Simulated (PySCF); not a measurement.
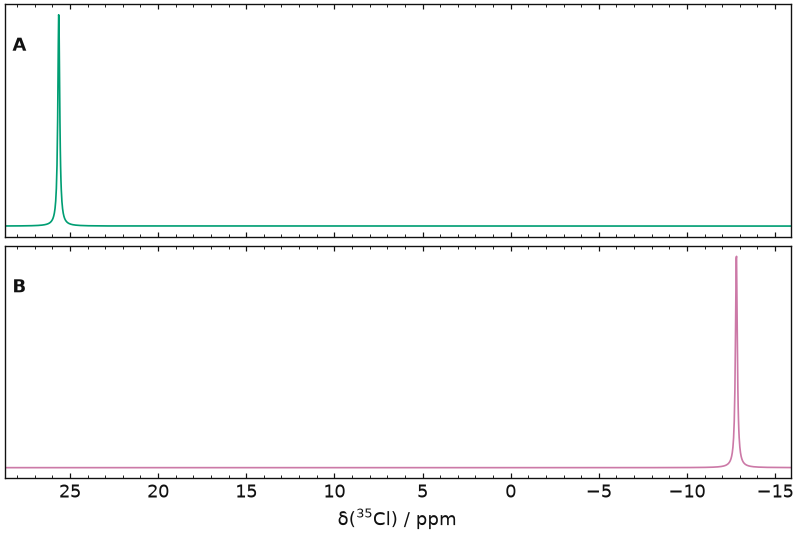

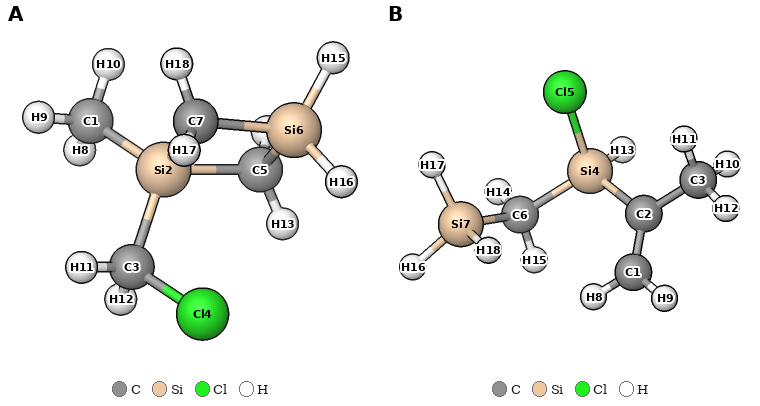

Related molecules: A is C₄H₁₁ClSi₂, SMILES C[Si]1(CCl)C[SiH2]C1; B is C₄H₁₁ClSi₂, SMILES C=C(C)[Si@H](Cl)C[SiH3]. GIAO ³⁵Cl shifts against HCl (Cl: the usual scale starts at aqueous chloride instead), KT3/pcSseg-1 with PySCF, at a PBE0-D3(BJ)/def2-SVP geometry (no frequency check); fully decoupled, line heights follow the number of nuclei within a panel, widths are arbitrary (no quadrupolar broadening); values of one conformer, averaged over methyl-type rotors and exact or near symmetry; other conformers aren't averaged in.

**How does the ³⁵Cl shift respond?**

From A (25.6 ppm) to B (−12.8 ppm) the nucleus is shielded by 38.4 ppm.
